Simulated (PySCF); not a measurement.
## A study: C3H4N2, SMILES `C1=NC=NC1`

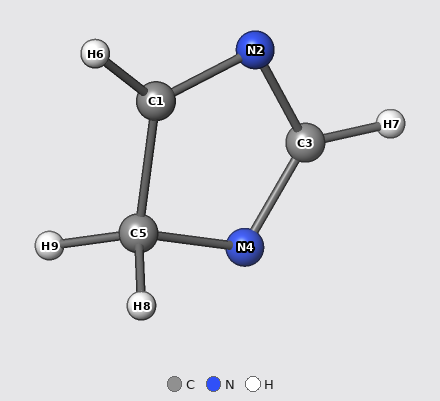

The molecule, with its atoms numbered as below. No frequency check shows the geometry to be a minimum.

Cartesian coordinates (Å):

```
C1      -0.7054    0.8975    0.0000
N2       0.5578    1.0956   -0.0000
C3       1.1173   -0.1856    0.0001
N4       0.2968   -1.1605   -0.0001
C5      -1.0113   -0.5705    0.0001
H6      -1.4259    1.6939   -0.0002
H7       2.1846   -0.3068    0.0003
H8      -1.5723   -0.8902    0.8811
H9      -1.5723   -0.8902   -0.8810
```

## 1. Bonding charge

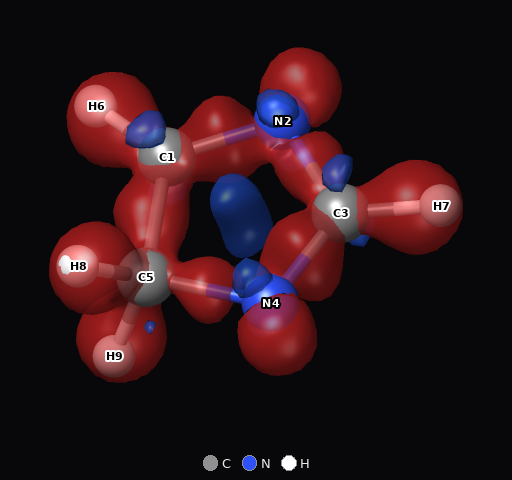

Deformation density (molecule less spherical, spin-averaged free atoms at the same positions), surfaces at ±0.15 e/Å³; red: gain, blue: loss.

PySCF calculation, r2SCAN/def2-SVPD, gas phase; geometry: GFN2-xTB.

**How much density has each bond gained at its critical point, relative to the free atoms?**

C3–H7: +0.78 e/Å³ at the bond critical point (bond length 1.07 Å). C1–H6: +0.75 e/Å³ at the bond critical point (bond length 1.07 Å). C5–H8 and C5–H9: +0.65 e/Å³ at the bond critical point (bond length 1.09 Å). C3–N4: +0.64 e/Å³ at the bond critical point (bond length 1.27 Å). C1–N2: +0.62 e/Å³ at the bond critical point (bond length 1.28 Å). C1–C5: +0.51 e/Å³ at the bond critical point (bond length 1.50 Å). N2–C3: +0.46 e/Å³ at the bond critical point (bond length 1.40 Å). N4–C5: +0.39 e/Å³ at the bond critical point (bond length 1.44 Å). In all, 2.1 electrons gather in the regions of gain relative to the promolecule.

**Where do the Hirshfeld charges lie?**

The highest Hirshfeld charge is on C3 (+0.07 e), the lowest on N4 (−0.18 e).

## 2. Bond critical points

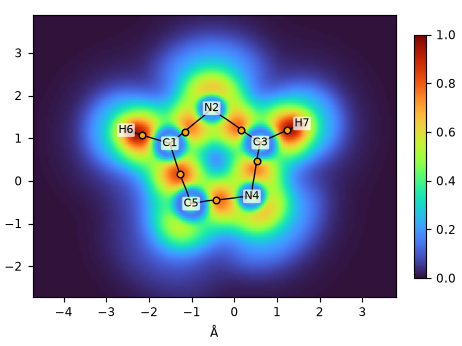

Localised orbital locator (LOL) in the plane of C1, N2, C3, N4, C5, H6 and H7, with bond paths and bond critical points (dots).

**What values does LOL take at the bond critical points in this plane?**

C3–H7: about 0.92; C1–H6: about 0.91; C1–C5: about 0.82; N4–C5: about 0.73; N2–C3: about 0.71; C1–N2: about 0.55; C3–N4: about 0.55. Values above 0.5 mark slow, localised electrons, as in shared pairs; low values at a critical point mark a polar or closed-shell contact whose critical point lies between the shells.

**Where along C3–N4 does the critical point lie?**

0.44 Å from C3 and 0.84 Å from N4.

## 3. Local ionisation energy

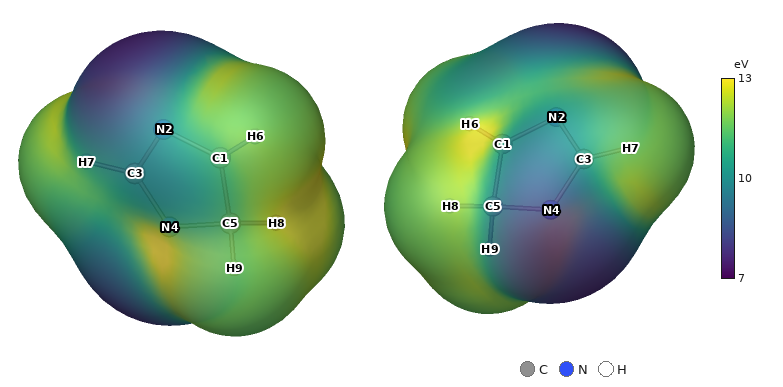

Average local ionisation energy on the surface of electron density 0.001 a.u. (back view left, front view right).

**Locate the minima of the map.**

The lowest value is 7.5 eV, 1.9 Å from N4. Further minima include 7.6 eV, 1.9 Å from N2; 11.5 eV, 1.3 Å from H9, and at like points elsewhere. For comparison, the highest occupied orbital lies at −6.6 eV.

## 4. Stretching a bond

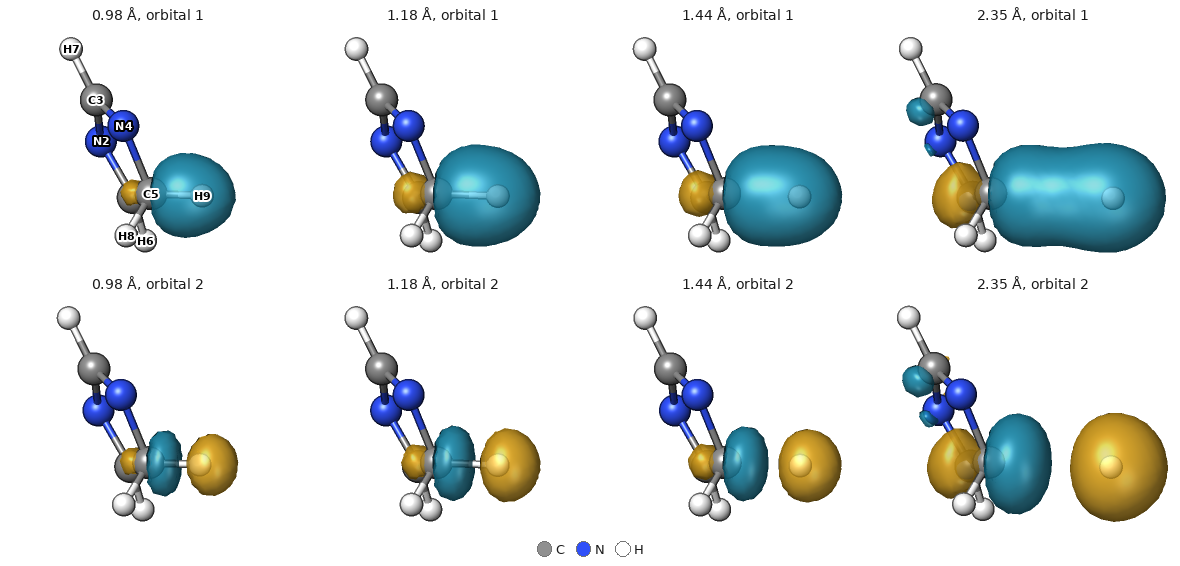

Rigid stretch of the C5–H9 bond. The two CASSCF(2,2) natural orbitals nearest half filling (orbital 1 the more occupied).

PySCF calculation, 6-31G* basis, gas phase; geometry: GFN2-xTB.

**How do the occupations change along the stretch?**

0.98 Å: 1.99 and 0.01; 1.18 Å: 1.98 and 0.02; 1.44 Å: 1.95 and 0.05; 2.35 Å: 1.60 and 0.40. At the longest distance computed (3.00 Å) they are 1.27 and 0.73, and the effective number of unpaired electrons is 1.7.

UHF's ⟨S²⟩ passes 1 along the scan (up to 1.21), so it also polarises electrons outside the stretched bond; its energy lowering isn't due to that bond alone.

UHF already breaks spin symmetry near equilibrium here (⟨S²⟩ = 0.26 at 1.07 Å), for reasons apart from this bond.

**How much energy does the stretch cost?**

By CASSCF, 4.1 eV from the lowest point of the scan (1.07 Å) to 3.00 Å; RHF gives 7.3 eV from its own lowest point. The fragments aren't relaxed and dynamic correlation is missing, so this isn't a bond dissociation energy.
